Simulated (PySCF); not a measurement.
**Run report: P2H4, frequency calculation**

System: P2H4, SMILES PP.
Method: PBE0/pcSseg-1 displacements along normal modes, gas phase (PySCF 2.14.0).

The input sets isotopic masses.

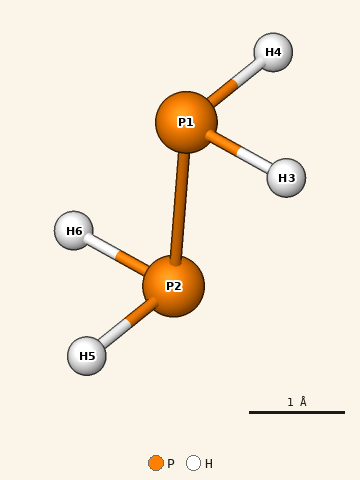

*The structure as given in the input (ball-and-stick view, seen at a tilt; atoms are numbered from 1 in the order of the input).*

Bond lengths as drawn: H–P 1.43 Å and P–P 2.24 Å.

Key numbers:

```tsv
quantity	value
outcome	converged
wavenumbers, lowest and highest	75 and 1747 cm⁻¹
hardware	1 CPU thread, shared host
wall time	41 s
peak memory	0.38 GiB
```

Input file:
```
{"job": {"xc": "PBE0", "basis": "pcSseg-1", "grid": 2, "temperatures": [250, 700], "kind": "vib", "mass_numbers": [31, 31, 2, 2, 2, 2]}, "charge": 0, "multiplicity": 1}
P     -0.958877     0.040726    -0.592250
P      0.963040    -0.038080     0.563483
H     -1.543710    -1.058041     0.105604
H     -1.562319     0.998362     0.276739
H      1.566490    -0.995704    -0.305514
H      1.547865     1.060698    -0.134360
```

The first line tells a small driver script what to run in PySCF; the rest is the geometry in Å.

Launch command:
```bash
OMP_NUM_THREADS=1 python <driver script> task.json out
```

Output:
```
mode    cm-1    km/mol   phi_rrr   E(+)/cm-1  E(-)/cm-1
  1     75.02     6.76       9.6      33.44      32.74
  2    438.40     0.00    -112.2      74.98      83.06
  3    448.52     8.28      -0.2      81.14      81.16
  4    471.86     4.47      -0.0      85.43      85.43
  5    653.00     0.00       1.0     117.70     117.64
  6    670.99     0.00       0.9     120.64     121.11
  7    789.01     0.00      21.7     142.79     141.22
  8    795.47     8.56       0.0     143.16     143.16
  9   1725.42     0.00     428.1     326.47     295.67
 10   1730.73    45.86      -0.2     311.98     311.99
 11   1738.38     0.00       8.3     313.82     312.95
 12   1746.94    56.66      -0.9     314.87     314.94
```

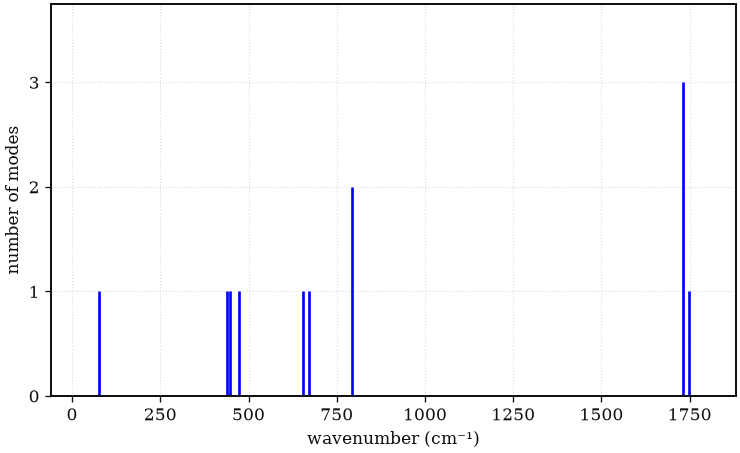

*Harmonic vibrational wavenumbers from the force constants; neighbouring modes closer than 8 cm⁻¹ are counted in one stick.*

12 modes from 75 to 1747 cm⁻¹, none imaginary.
